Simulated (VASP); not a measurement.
# SrMoO4: structure and properties in VASP, part 4 of 7

How well does PBEsol reproduce what experiment finds for SrMoO4? The cell is relaxed first, and properties follow on it. The start is a cell from a database of measured crystal structures.

VASP 6.6.1; PBEsol; plane waves and PAW (Sr_sv, Mo_sv, O).

So far, gap on the k-mesh (eV): step 2 (relaxing cell and atoms (PBEsol)) 3.70; step 3 (second relaxation) 3.70.

**6. Total and projected DOS (PBEsol)**

Here the states are counted by energy and projected on the atoms. The mesh is finer than in the run before.

Contents of INCAR:

```
SYSTEM = SrMoO4
PREC = Accurate
ENCUT = 520
EDIFF = 1E-06
NELM = 100
ISMEAR = -5
SIGMA = 0.05
LREAL = .FALSE.
ALGO = Normal
GGA = PS
NBANDS = 76
LASPH = .TRUE.
LORBIT = 11
LWAVE = .FALSE.
LCHARG = .FALSE.
KPAR = 8
NEDOS = 2001
```

Contents of POSCAR:

```
SrMoO4
1.0
   -5.3904756606      0.0000000003      0.0000000000
    0.0000000003      5.3904756606      0.0000000000
    2.6952378301     -2.6952378305     -5.9558744460
Sr Mo O
2 2 8
Direct
    0.7500000000      0.2500000000      0.5000000000
    0.0000000000      0.0000000000      0.0000000000
    0.2500000000      0.7500000000      0.5000000000
    0.5000000000      0.5000000000      0.0000000000
    0.0951284501      0.6930333090      0.6645803170
    0.4430333090      0.8194518669      0.1645803170
    0.5694518669      0.9715470080      0.6645803170
    0.7215470080      0.3451284501      0.1645803170
    0.6548715499      0.5569666910      0.8354196830
    0.3069666910      0.4305481331      0.3354196830
    0.1805481331      0.2784529920      0.8354196830
    0.0284529920      0.9048715499      0.3354196830
```

Contents of KPOINTS:

```
Automatic mesh
0
Gamma
8 8 8
0 0 0
```

The projector-augmented-wave data sets are Sr_sv, Mo_sv and O (PBE family, release 64).

The run is started by

```
mpirun -np 8 vasp_std
```

Log:

```text
[... set-up lines as in an earlier step ...]
 entering main loop
       N       E                     dE             d eps       ncg     rms          rms(c)
DAV:   1     0.777657025634E+03    0.77766E+03   -0.53461E+04 11872   0.125E+03
DAV:   2    -0.753421941638E+02   -0.85300E+03   -0.81651E+03 14012   0.348E+02
DAV:   3    -0.120549259709E+03   -0.45207E+02   -0.44805E+02 15272   0.782E+01
DAV:   4    -0.121793128764E+03   -0.12439E+01   -0.12378E+01 17780   0.958E+00
DAV:   5    -0.121807029880E+03   -0.13901E-01   -0.13900E-01 14140   0.112E+00    0.921E+01
DAV:   6    -0.103313422136E+03    0.18494E+02   -0.73748E+01 12312   0.430E+01    0.242E+01
DAV:   7    -0.101033873812E+03    0.22795E+01   -0.20258E+01 12248   0.233E+01    0.258E+01
DAV:   8    -0.100093691728E+03    0.94018E+00   -0.22168E+00 13008   0.881E+00    0.213E+00
DAV:   9    -0.100040111076E+03    0.53581E-01   -0.10114E-01 12900   0.186E+00    0.731E-01
DAV:  10    -0.100040089308E+03    0.21768E-04   -0.22858E-02 13956   0.733E-01    0.325E-01
DAV:  11    -0.100040579646E+03   -0.49034E-03   -0.42357E-03 13964   0.259E-01    0.140E-01
DAV:  12    -0.100040746475E+03   -0.16683E-03   -0.24160E-04 13792   0.673E-02    0.319E-02
DAV:  13    -0.100040797429E+03   -0.50954E-04   -0.62727E-05 13668   0.315E-02    0.238E-02
DAV:  14    -0.100040801989E+03   -0.45601E-05   -0.87818E-06 12592   0.148E-02    0.822E-03
DAV:  15    -0.100040802238E+03   -0.24854E-06   -0.67259E-07  9400   0.329E-03
   1 F= -.10004080E+03 E0= -.10004080E+03  d E =0.000000E+00
```

The job ended after 2.3 min (8 MPI ranks of Intel Xeon Platinum 8259CL at 2.50GHz (Skylake/Cascade Lake), shared host; peak memory 6.9 GiB; 18 min of CPU time).

From OUTCAR (step 6):

```text
   k-points           NKPTS =     78   k-points in BZ     NKDIM =     78   number of bands    NBANDS=     76

   NELECT =      96.0000    total number of electrons

 E-fermi :   1.5797

 k-point     2 :       0.1250    0.0000   -0.0000
  band No.  band energies     occupation
    ...
     44       0.7435      2.00000
     45       0.8472      2.00000
     46       1.2804      2.00000
     47       1.5288      2.00000
     48       1.5359      2.00000
     49       5.3189      0.00000
     50       5.6108      0.00000
     51       5.8875      0.00000
     52       5.9602      0.00000
     53       7.2626      0.00000
    ...

  Total       -0.0561288     -0.0561288     -0.0358396     -0.0000000     -0.0000000     -0.0000000
  in kB       -0.5196330     -0.5196330     -0.3317981     -0.0000001     -0.0000000     -0.0000000
  external PRESSURE =      -0.4570214 kB  Pullay stress =       0.0000000 kB

 POSITION                                       TOTAL-FORCE (eV/Angst)
 -----------------------------------------------------------------------------------
     -2.69524      0.00000     -2.97794         0.000000      0.000000      0.000000
      0.00000      0.00000      0.00000         0.000000      0.000000      0.000000
      0.00000      2.69524     -2.97794         0.000000      0.000000      0.000000
     -2.69524      2.69524      0.00000         0.000000      0.000000      0.000000
      1.27841      1.94458     -3.95816        -0.007094     -0.004174      0.003141
     -1.94458      3.97365     -0.98022         0.004174     -0.007094      0.003141
     -1.27841      3.44590     -3.95816         0.007094      0.004174      0.003141
     -3.44590      1.41682     -0.98022        -0.004174      0.007094      0.003141
     -1.27841      0.75066     -4.97565         0.007094      0.004174     -0.003141
     -0.75066      1.41682     -1.99772        -0.004174      0.007094     -0.003141
      1.27841     -0.75066     -4.97565        -0.007094     -0.004174     -0.003141
      0.75066      3.97365     -1.99772         0.004174     -0.007094     -0.003141
 -----------------------------------------------------------------------------------
    total drift:                               -0.000000     -0.000000     -0.000000

  FREE ENERGIE OF THE ION-ELECTRON SYSTEM (eV)
  ---------------------------------------------------
  free  energy   TOTEN  =      -100.0408022377 eV

  energy  without entropy=     -100.0408022377  energy(sigma->0) =     -100.04080224

[... 10 parts as in an earlier step ...]

[... 6 further parts left out ...]
```

Numbers from this step:

* irreducible k-points: 78
* free energy (TOTEN): -100.0408 eV
* Fermi energy: 1.580 eV
* pressure: -0.04570 GPa

The density of states has structure finer than the step of the table below, so its rows give means over 1 eV, whole bins alone (the curve runs from -12.0 to 5.80 eV). Peaks (eV: height): total -3.2: 23.8, -1.6: 19.0, -0.3: 18.8, 4.2: 19.3; O p -3.2: 11.2, -1.6: 11.5, -0.5: 12.1, -0.3: 13.4; Mo d -3.5: 5.92, -3.2: 7.94, 4.2: 11.0, 4.4: 7.26; Mo p -1.6: 0.836, -1.1: 0.365, -0.2: 0.260, 5.6: 0.56; Sr d -1.6: 0.219, 3.9: 0.318, 4.2: 0.318, 5.6: 0.660.

States under -12.0 eV and over 5.8 eV are left out. Table of density of states by energy, zero at the valence-band top; means over each step; values in states/eV/cell:

| energy (eV) | total | O p | Mo d | Mo p | Sr d | Mo s | O s |
| --- | --- | --- | --- | --- | --- | --- | --- |
| -5 | 0 | 0 | 0 | 0 | 0 | 0 | 0 |
| -4 | 10.9 | 4.74 | 3.46 | 0.0204 | 0.0651 | 0.0188 | 0.0772 |
| -3 | 9.22 | 4.30 | 3.02 | 0.0510 | 0.0571 | 0.0476 | 0.0993 |
| -2 | 8.85 | 5.32 | 0.302 | 0.255 | 0.0924 | 0.531 | 0.0729 |
| -1 | 12.2 | 8.05 | 0.173 | 0.233 | 0.118 | 0.0314 | 0.0390 |
| 0 | 6.79 | 4.84 | 0.0469 | 0.0961 | 0.0289 | 0.0103 | 0.0116 |
| 1 | 0 | 0 | 0 | 0 | 0 | 0 | 0 |
| 2 | 0 | 0 | 0 | 0 | 0 | 0 | 0 |
| 3 | 0 | 0 | 0 | 0 | 0 | 0 | 0 |
| 4 | 7.94 | 1.94 | 4.54 | 0.0119 | 0.130 | 0.00706 | 0.00975 |
| 5 | 0.321 | 0.0589 | 0.146 | 0.0123 | 0.0142 | 1.8e-4 | 0.00497 |

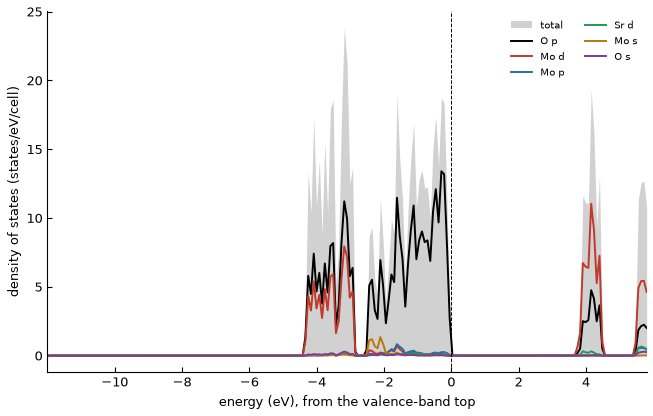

Density of states against energy.

The gap on this mesh is 3.70 eV. In the top eV of the valence band the largest shares in the PAW spheres are O p 70 %. The rest lies in smaller channels or between the spheres.

**7. Volume scan with PBEsol, volume scale 0.94**

An equation of state needs energies on both sides of the minimum, all on one mesh and cutoff.

Contents of INCAR:

```
SYSTEM = SrMoO4
PREC = Accurate
ENCUT = 520
EDIFF = 1E-06
NELM = 100
ISMEAR = 0
SIGMA = 0.05
LREAL = .FALSE.
ALGO = Normal
GGA = PS
NBANDS = 60
LASPH = .TRUE.
LORBIT = 11
LWAVE = .FALSE.
LCHARG = .FALSE.
KPAR = 8
ISIF = 2
```

Changes to POSCAR since step 6:

```diff
@@ -2,5 +2,5 @@
 1.0
-   -5.3904756606      0.0000000003      0.0000000000
-    0.0000000003      5.3904756606      0.0000000000
-    2.6952378301     -2.6952378305     -5.9558744460
+   -5.2804350765      0.0000000003      0.0000000000
+    0.0000000003      5.2804350765      0.0000000000
+    2.6402175381     -2.6402175384     -5.8342918726
 Sr Mo O
```

Contents of KPOINTS:

```
Automatic mesh
0
Gamma
6 6 6
0 0 0
```

The run is started by

```
mpirun -np 8 vasp_std
```

Log:

```text
[... set-up lines as in an earlier step ...]
 entering main loop
       N       E                     dE             d eps       ncg     rms          rms(c)
DAV:   1     0.842920314942E+03    0.84292E+03   -0.55827E+04  4336   0.159E+03
DAV:   2    -0.675758105314E+02   -0.91050E+03   -0.88219E+03  5312   0.415E+02
DAV:   3    -0.119343288846E+03   -0.51767E+02   -0.51459E+02  5664   0.100E+02
DAV:   4    -0.120942498742E+03   -0.15992E+01   -0.15971E+01  6656   0.151E+01
DAV:   5    -0.120972514541E+03   -0.30016E-01   -0.30005E-01  5488   0.202E+00    0.104E+02
DAV:   6    -0.101417405064E+03    0.19555E+02   -0.11659E+02  4968   0.554E+01    0.253E+01
DAV:   7    -0.100528227125E+03    0.88918E+00   -0.30391E+01  4844   0.285E+01    0.305E+01
DAV:   8    -0.997050825225E+02    0.82314E+00   -0.27421E+00  4984   0.110E+01    0.276E+00
DAV:   9    -0.996836204034E+02    0.21462E-01   -0.18925E-01  5144   0.227E+00    0.734E-01
DAV:  10    -0.996866847296E+02   -0.30643E-02   -0.36604E-02  6568   0.794E-01    0.312E-01
DAV:  11    -0.996867668880E+02   -0.82158E-04   -0.35296E-03  5096   0.291E-01    0.142E-01
DAV:  12    -0.996870073624E+02   -0.24047E-03   -0.46277E-04  5908   0.904E-02    0.364E-02
DAV:  13    -0.996870217398E+02   -0.14377E-04   -0.50302E-05  5456   0.435E-02    0.217E-02
DAV:  14    -0.996870260983E+02   -0.43586E-05   -0.12047E-05  5092   0.165E-02    0.117E-02
DAV:  15    -0.996870263085E+02   -0.21015E-06   -0.20844E-06  3704   0.769E-03
   1 F= -.99687026E+02 E0= -.99687026E+02  d E =-.265445E-32
```

Elapsed: 62 s, on 8 MPI ranks; peak memory 4 GiB; 8.1 min of CPU time.

OUTCAR, selected parts (step 7):

```text
   ENCUT  =  520.0 eV  38.22 Ry    6.18 a.u.   9.82  9.82 12.88*2*pi/ulx,y,z

   NELECT =      96.0000    total number of electrons

 E-fermi :   2.4410

 k-point     1 :       0.0000    0.0000    0.0000
  band No.  band energies     occupation
    ...
     44       1.0714      2.00000
     45       1.2951      2.00000
     46       1.6783      2.00000
     47       2.0324      2.00000
     48       2.0324      2.00000
     49       6.0265      0.00000
     50       6.3505      0.00000
     51       6.7219      0.00000
     52       6.7448      0.00000
     53       8.1166      0.00000
    ...

  Total       11.5539673     11.5539673     10.8228817      0.0000000      0.0000000      0.0000000
  in kB      113.7926337    113.7926337    106.5923229      0.0000001      0.0000000      0.0000000
  external PRESSURE =     111.3925301 kB  Pullay stress =       0.0000000 kB

 POSITION                                       TOTAL-FORCE (eV/Angst)
 -----------------------------------------------------------------------------------
     -2.64022      0.00000     -2.91715         0.000000     -0.000000      0.000000
      0.00000      0.00000      0.00000         0.000000     -0.000000      0.000000
      0.00000      2.64022     -2.91715         0.000000     -0.000000      0.000000
     -2.64022      2.64022      0.00000         0.000000     -0.000000      0.000000
      1.25232      1.90488     -3.87736         1.045320     -0.653735     -0.842412
     -1.90488      3.89253     -0.96021         0.653735      1.045320     -0.842412
     -1.25232      3.37555     -3.87736        -1.045320      0.653735     -0.842412
     -3.37555      1.38790     -0.96021        -0.653735     -1.045320     -0.842412
     -1.25232      0.73534     -4.87408        -1.045320      0.653735      0.842412
     -0.73534      1.38790     -1.95694        -0.653735     -1.045320      0.842412
      1.25232     -0.73534     -4.87408         1.045320     -0.653735      0.842412
      0.73534      3.89253     -1.95694         0.653735      1.045320      0.842412
 -----------------------------------------------------------------------------------
    total drift:                               -0.000000     -0.000000     -0.000000

  FREE ENERGIE OF THE ION-ELECTRON SYSTEM (eV)
  ---------------------------------------------------
  free  energy   TOTEN  =       -99.6870263085 eV

  energy  without entropy=      -99.6870263085  energy(sigma->0) =      -99.68702631

[... 4 parts as in an earlier step ...]

[... 12 further parts left out ...]
```

The scan keeps the cell's shape and the fractional positions fixed.

This step gave:

| Property | Result |
| --- | --- |
| bands | 60 |
| irreducible k-points | 36 |
| free energy (TOTEN) | -99.6870 eV |
| Fermi energy | 2.441 eV |
| pressure | 11.14 GPa |
| gap on the k-mesh | 3.994 eV |
| least direct gap on the k-mesh | 3.994 eV |

Force by atom:

| atom | x (eV/Å) | y (eV/Å) | z (eV/Å) | size |
| --- | --- | --- | --- | --- |
| Sr1 | 0.00 | 0.00 | 0.00 | 0.00 |
| Sr2 | 0.00 | 0.00 | 0.00 | 0.00 |
| Mo3 | 0.00 | 0.00 | 0.00 | 0.00 |
| Mo4 | 0.00 | 0.00 | 0.00 | 0.00 |
| O5 | 1.05 | -0.65 | -0.84 | 1.49 |
| O6 | 0.65 | 1.05 | -0.84 | 1.49 |
| O7 | -1.05 | 0.65 | -0.84 | 1.49 |
| O8 | -0.65 | -1.05 | -0.84 | 1.49 |
| O9 | -1.05 | 0.65 | 0.84 | 1.49 |
| O10 | -0.65 | -1.05 | 0.84 | 1.49 |
| O11 | 1.05 | -0.65 | 0.84 | 1.49 |
| O12 | 0.65 | 1.05 | 0.84 | 1.49 |

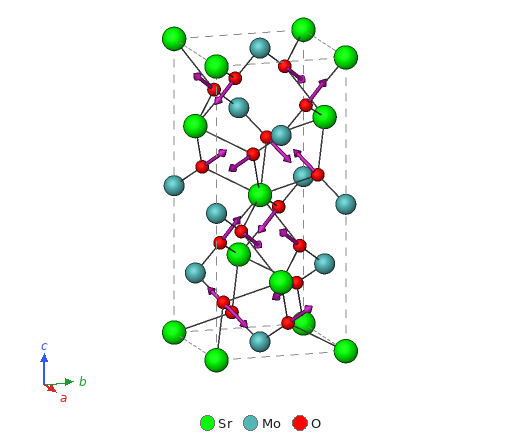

Force as arrows, the longest 1.49 eV/Å. Some periodic images of atoms are drawn too.

The pressure here is 11.14 GPa.

**8. Volume scan with PBEsol, volume scale 0.96**

INCAR is that of step 7.

Changes to POSCAR since step 7:

```diff
@@ -2,5 +2,5 @@
 1.0
-   -5.2804350765      0.0000000003      0.0000000000
-    0.0000000003      5.2804350765      0.0000000000
-    2.6402175381     -2.6402175384     -5.8342918726
+   -5.3176224642      0.0000000003      0.0000000000
+    0.0000000003      5.3176224642      0.0000000000
+    2.6588112319     -2.6588112323     -5.8753797888
 Sr Mo O
```

KPOINTS is that of step 7.

The run is started by

```
mpirun -np 8 vasp_std
```

Log:

```text
[... set-up lines as in an earlier step ...]
 entering main loop
       N       E                     dE             d eps       ncg     rms          rms(c)
DAV:   1     0.833333058905E+03    0.83333E+03   -0.55765E+04  4336   0.159E+03
DAV:   2    -0.673920192908E+02   -0.90073E+03   -0.87325E+03  5256   0.412E+02
DAV:   3    -0.119574293911E+03   -0.52182E+02   -0.51861E+02  5708   0.100E+02
DAV:   4    -0.121289040505E+03   -0.17147E+01   -0.17126E+01  6520   0.152E+01
DAV:   5    -0.121325095617E+03   -0.36055E-01   -0.36046E-01  5692   0.219E+00    0.999E+01
DAV:   6    -0.101872057032E+03    0.19453E+02   -0.11864E+02  4980   0.549E+01    0.249E+01
DAV:   7    -0.100800137088E+03    0.10719E+01   -0.32278E+01  4852   0.292E+01    0.295E+01
DAV:   8    -0.999055019534E+02    0.89464E+00   -0.29313E+00  4956   0.113E+01    0.244E+00
DAV:   9    -0.998837344368E+02    0.21768E-01   -0.19276E-01  5124   0.225E+00    0.739E-01
DAV:  10    -0.998865077337E+02   -0.27733E-02   -0.39311E-02  6532   0.858E-01    0.323E-01
DAV:  11    -0.998866058648E+02   -0.98131E-04   -0.40604E-03  5076   0.312E-01    0.158E-01
DAV:  12    -0.998868446173E+02   -0.23875E-03   -0.50136E-04  5932   0.946E-02    0.333E-02
DAV:  13    -0.998868687391E+02   -0.24122E-04   -0.62898E-05  5520   0.480E-02    0.231E-02
DAV:  14    -0.998868723180E+02   -0.35790E-05   -0.12212E-05  4968   0.168E-02    0.122E-02
DAV:  15    -0.998868727529E+02   -0.43485E-06   -0.26542E-06  3944   0.843E-03
   1 F= -.99886873E+02 E0= -.99886873E+02  d E =-.215081E-22
```

Elapsed: 67 s, on 8 MPI ranks; peak memory 4 GiB.

From OUTCAR (step 8):

```text
   ENCUT  =  520.0 eV  38.22 Ry    6.18 a.u.   9.89  9.89 12.97*2*pi/ulx,y,z

   NELECT =      96.0000    total number of electrons

 E-fermi :   2.2050

 k-point     1 :       0.0000    0.0000    0.0000
  band No.  band energies     occupation
    ...
     44       0.9344      2.00000
     45       1.1415      2.00000
     46       1.5360      2.00000
     47       1.8734      2.00000
     48       1.8734      2.00000
     49       5.7650      0.00000
     50       6.0886      0.00000
     51       6.4411      0.00000
     52       6.4670      0.00000
     53       7.8237      0.00000
    ...

  Total        7.4281980      7.4281980      6.9594670      0.0000000      0.0000000      0.0000000
  in kB       71.6346447     71.6346447     67.1143856      0.0000001      0.0000000      0.0000000
  external PRESSURE =      70.1278916 kB  Pullay stress =       0.0000000 kB

 POSITION                                       TOTAL-FORCE (eV/Angst)
 -----------------------------------------------------------------------------------
     -2.65881      0.00000     -2.93769         0.000000      0.000000     -0.000000
      0.00000      0.00000      0.00000         0.000000      0.000000     -0.000000
      0.00000      2.65881     -2.93769         0.000000      0.000000     -0.000000
     -2.65881      2.65881      0.00000         0.000000      0.000000     -0.000000
      1.26114      1.91830     -3.90466         0.668835     -0.421083     -0.539866
     -1.91830      3.91995     -0.96697         0.421083      0.668835     -0.539866
     -1.26114      3.39933     -3.90466        -0.668835      0.421083     -0.539866
     -3.39933      1.39767     -0.96697        -0.421083     -0.668835     -0.539866
     -1.26114      0.74052     -4.90841        -0.668835      0.421083      0.539866
     -0.74052      1.39767     -1.97072        -0.421083     -0.668835      0.539866
      1.26114     -0.74052     -4.90841         0.668835     -0.421083      0.539866
      0.74052      3.91995     -1.97072         0.421083      0.668835      0.539866
 -----------------------------------------------------------------------------------
    total drift:                               -0.000000     -0.000000     -0.000000

  FREE ENERGIE OF THE ION-ELECTRON SYSTEM (eV)
  ---------------------------------------------------
  free  energy   TOTEN  =       -99.8868727529 eV

  energy  without entropy=      -99.8868727529  energy(sigma->0) =      -99.88687275

[... 4 parts as in an earlier step ...]

[... 12 further parts left out ...]
```

This step gave:

```
free energy (TOTEN)            : -99.8869 eV
Fermi energy                   : 2.205 eV
pressure                       : 7.013 GPa
gap on the k-mesh              : 3.892 eV
least direct gap on the k-mesh : 3.892 eV
```

Force by atom:

| atom | x (eV/Å) | y (eV/Å) | z (eV/Å) | size |
| --- | --- | --- | --- | --- |
| Sr1 | 0.000 | 0.000 | 0.000 | 0.000 |
| Sr2 | 0.000 | 0.000 | 0.000 | 0.000 |
| Mo3 | 0.000 | 0.000 | 0.000 | 0.000 |
| Mo4 | 0.000 | 0.000 | 0.000 | 0.000 |
| O5 | 0.669 | -0.421 | -0.540 | 0.957 |
| O6 | 0.421 | 0.669 | -0.540 | 0.957 |
| O7 | -0.669 | 0.421 | -0.540 | 0.957 |
| O8 | -0.421 | -0.669 | -0.540 | 0.957 |
| O9 | -0.669 | 0.421 | 0.540 | 0.957 |
| O10 | -0.421 | -0.669 | 0.540 | 0.957 |
| O11 | 0.669 | -0.421 | 0.540 | 0.957 |
| O12 | 0.421 | 0.669 | 0.540 | 0.957 |

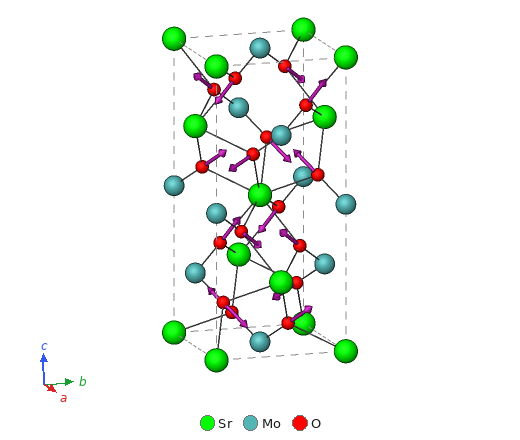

Force as arrows, the longest 0.957 eV/Å. Some periodic images of atoms are drawn too.

The pressure falls from 11.14 to 7.01 GPa.

[end of part 4 of 7]

[Lines on the potential files, build, host, timing and source positions are cut from VASP's logs without a mark.]

[Logs are printed without paths, hosts, clocks, repeated set-up lines and the standing remarks that a program may print on its own settings, such as how far it seeks lower states.]

[Hosts, paths, dates, database ids (printed as entryN), source tags and the programs' standing remarks are cut or masked in the printed files.]

[A measured line is paired with the nearest computed mode of its activity, which favours agreement.]
